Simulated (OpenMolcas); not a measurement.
# Rh⁵⁺ among point charges: CASSCF and CASPT2 levels and susceptibility

Aim: the splitting of the states of Rh⁵⁺ in the field of 6 point charges, its lowest levels with spin-orbit coupling and its magnetic susceptibility.

Method: state-averaged CASSCF and CASPT2, spin-orbit coupling by RASSI with atomic mean-field integrals. Code: OpenMolcas 26.06.

## (1) The atom as given

* Species: Rh⁵⁺ (rhodium, Z = 45, 40 electrons)
* Basis: ANO-RCC-VDZP [6s5p3d1f], 43 functions
* Scalar Hamiltonian: DKH2, point nucleus
* Inactive shells: 1s 2s 2p 3s 3p 3d 4s 4p
* Active space: 4 electrons in 5 orbitals (4d)
* Some configurations of this space: 4d⁴
* Orbitals: optimised for each spin and parity, averaged over all roots

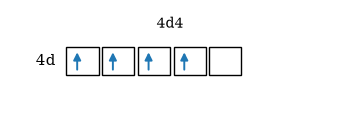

Occupation of the outer shells (arrows by Hund's rule).

The ion sits among 6 point charges of -0.85 e arranged as a trigonal prism (D3h), 2.02 Å from the ion, with a polar angle of 55.5° against the regular 49.1°.

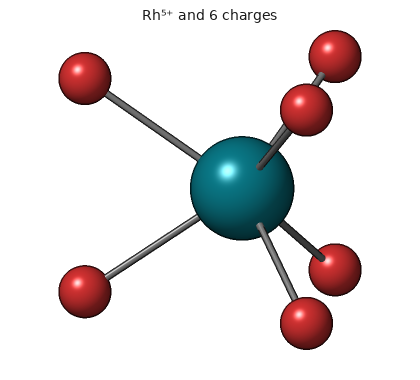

The ion and the point charges (red).

Each step is its own input file, run in one work folder so that later steps find the files of earlier ones. Labels, J, g values, rates, χT and fits are worked out afterwards by a script from the matrices that RASSI stores.

## (2) GATEWAY and SEWARD: basis and integrals

Input file a.inp:

```
&GATEWAY
Coord
1

Rh 0.0 0.0 0.0
Basis=ANO-RCC-VDZP
Group=NoSym
NoMove
AngMom=0.0 0.0 0.0
AMFI
XField
6 Angstrom 0
1.664395 0.000000 1.144634 -0.850000
-0.832198 1.441409 1.144634 -0.850000
-0.832198 -1.441409 1.144634 -0.850000
1.664395 0.000000 -1.144634 -0.850000
-0.832198 1.441409 -1.144634 -0.850000
-0.832198 -1.441409 -1.144634 -0.850000
&SEWARD
```

Command:

```sh
OMP_NUM_THREADS=1 MOLCAS_MEM=1689 MOLCAS_PROJECT=a pymolcas a.inp > a.log
```

## (3) Reference wave functions, quintets, 5 roots

Input file a.inp:

```
&RASSCF
FileOrb=start.orb
Symmetry=1
Spin=5
nActEl=4 0 0
Inactive=18
Ras2=5
CIRoot=5 5 1
SDav=5
CIMx=300
Iter=120 100
PrWF=0.3
OrbListing=Nothing
MaxOrb=0
>>> COPY $Project.JobIph JOB001
```

start.orb holds the contracted functions of the basis, ordered by shell, or the orbitals of the step before.

## (4) CASSCF: triplets, 45 roots

Input file a.inp:

```
&RASSCF
FileOrb=start.orb
Symmetry=1
Spin=3
nActEl=4 0 0
Inactive=18
Ras2=5
CIRoot=45 45 1
SDav=45
CIMx=300
Iter=120 100
PrWF=0.3
OrbListing=Nothing
MaxOrb=0
>>> COPY $Project.JobIph JOB002
```

## (5) Reference wave functions, singlets, 50 roots

Input file a.inp:

```
&RASSCF
FileOrb=start.orb
Symmetry=1
Spin=1
nActEl=4 0 0
Inactive=18
Ras2=5
CIRoot=50 50 1
SDav=50
CIMx=300
Iter=120 100
PrWF=0.3
OrbListing=Nothing
MaxOrb=0
>>> COPY $Project.JobIph JOB003
```

## (6) State interaction with spin-orbit coupling

Input file a.inp:

```
&RASSI
NrOfJobIphs=3 5 45 50
1 2 3 4 5
1 2 3 4 5 6 7 8 9 10 11 12 13 14 15 16 17 18 19 20 21 22 23 24 25 26 27
28 29 30 31 32 33 34 35 36 37 38 39 40 41 42 43 44 45
1 2 3 4 5 6 7 8 9 10 11 12 13 14 15 16 17 18 19 20 21 22 23 24 25 26 27
28 29 30 31 32 33 34 35 36 37 38 39 40 41 42 43 44 45 46 47 48 49 50
IphNames
JOB001
JOB002
JOB003
EJob
SpinOrbit
DIPRint=1.0
SOCoupling=1000.0
Subsets=2
Property=9
'ANGMOM' 1 'ANGMOM' 2 'ANGMOM' 3 'MLTPL  1' 1 'MLTPL  1' 2 'MLTPL  1' 3
'AMFI' 1 'AMFI' 2 'AMFI' 3
SOProperty=3
'ANGMOM' 1 'ANGMOM' 2 'ANGMOM' 3
```

## (7) CASPT2: IPEA 0.25, imaginary shift 0.1 (closed shells correlated: 4s 4p)

Input file a.inp:

```
>>> COPY JOB001 $Project.JobIph
&CASPT2
Multistate=5 1 2 3 4 5
NoMult
Frozen=14
IPEA=0.25
Imaginary=0.1
MaxIter=60
WThr=0.0 0.3 0.05
PrWF=0.5
NoMix
>>> COPY JOB002 $Project.JobIph
&CASPT2
Multistate=45 1 2 3 4 5 6 7 8 9 10 11 12 13 14 15 16 17 18 19 20 21 22
23 24 25 26 27 28 29 30 31 32 33 34 35 36 37 38 39 40 41 42 43 44 45
NoMult
Frozen=14
IPEA=0.25
Imaginary=0.1
MaxIter=60
WThr=0.0 0.3 0.05
PrWF=0.5
NoMix
>>> COPY JOB003 $Project.JobIph
&CASPT2
Multistate=50 1 2 3 4 5 6 7 8 9 10 11 12 13 14 15 16 17 18 19 20 21 22
23 24 25 26 27 28 29 30 31 32 33 34 35 36 37 38 39 40 41 42 43 44 45 46
47 48 49 50
NoMult
Frozen=14
IPEA=0.25
Imaginary=0.1
MaxIter=60
WThr=0.0 0.3 0.05
PrWF=0.5
NoMix
```

(Steps that only read results are left out.)

**Question.** What will these runs give? Wanted: spin-free ground state; first state of the same spin within the active space; lowest level; next level.

**Answer**, as computed:

| quantity | value |
| --- | --- |
| method | SS-CASPT2, IPEA 0.25, imaginary shift 0.1 (closed shells correlated: 4s 4p) |
| spin-free ground state | 5E, 2-fold in its orbital part |
| first state of the same spin within the active space | 5E at 406 cm⁻¹ |
| lowest level | 1-fold A1 |
| next level | 615.2 cm⁻¹ |
| χT at 300 K | 0.47 cm³ K/mol |
| effective moment at 300 K | 1.95 μB |

Cost by method:

| method | time of its own steps | time with the reference |
| --- | --- | --- |
| A. CASSCF | 31 s | 31 s |
| B. SS-CASPT2, IPEA 0.25, imaginary shift 0.1, +4s 4p | 8.6 s | 39 s |

Times are of one thread on a shared host.

In words: The spin-free ground state (5E) comes to 100 % from free-ion D terms and keeps the highest spin of the shell. χT at 300 K is 0.47, against 3.01 cm³ K/mol for the spin alone, so spin-orbit coupling lowers it. An active space of the d shell alone favours high spin; real ions in strong fields can be low spin. CASPT2 does not keep the components of a term degenerate, and the means are used. The field of point charges can differ much from that of real complexes. With metal d orbitals alone active, the gaps between spin states are rough; where two lie within a few thousand cm-1, their order is open. Point charges carry no covalency, so the field is a model and not that of real ligands.
